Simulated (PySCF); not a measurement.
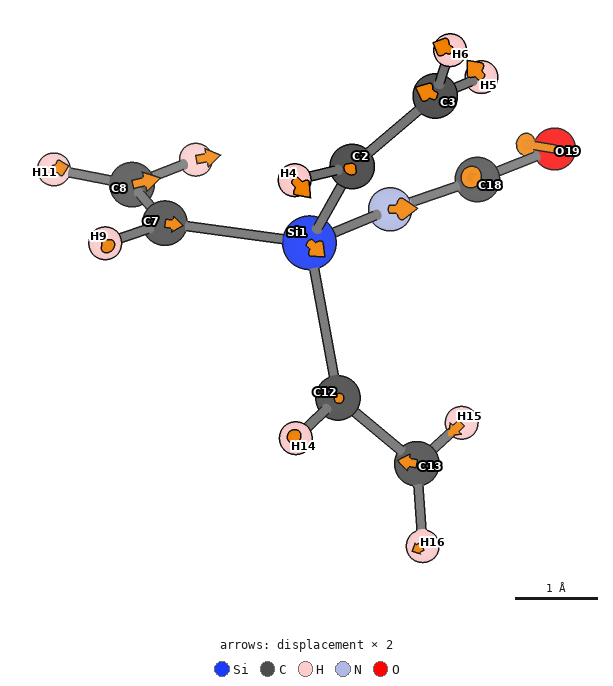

This is a relaxation of C7H9NOSi. The starting structure is drawn; orange arrows show the displacements, 2 times their true length. The two geometries are superimposed by the best rigid fit.

A ball-and-stick model, seen at a tilt.

The start comes from GFN2-xTB. Its atoms were then displaced at random by about 0.03 Å.

The calculation used PySCF 2.14.0, density-fitted response routines, PBE0-D3(BJ)/def2-SVP geometry optimisation, gas phase. 

> Which element moves most?

Oxygen: up to 0.47 Å, against 0.23 Å for carbon.

> What did the optimiser do to the structure, and how much energy did it gain?

The energy falls by 20.8 kcal/mol in 12 geometry steps. The O atom moves most after the best rigid fit: 0.47 Å. By element the largest moves are O 0.47 Å, C 0.23 Å, N 0.21 Å, H 0.17 Å, Si 0.16 Å. Near-neighbour distances that change, for instance: C–Si 1.966 → 1.866 Å, C–C 1.431 → 1.337 Å, C–H 1.003 → 1.096 Å, C–H 1.041 → 1.096 Å. Among the angles between lasting bonds that change: Si–N–C 151.7° → 173.9°, H–C–H 125.4° → 116.2°, N–C–O 171.9° → 179.5°. Cost: 120 s on 2 threads of AMD EPYC 9R45 96-Core Processor, on a shared host.
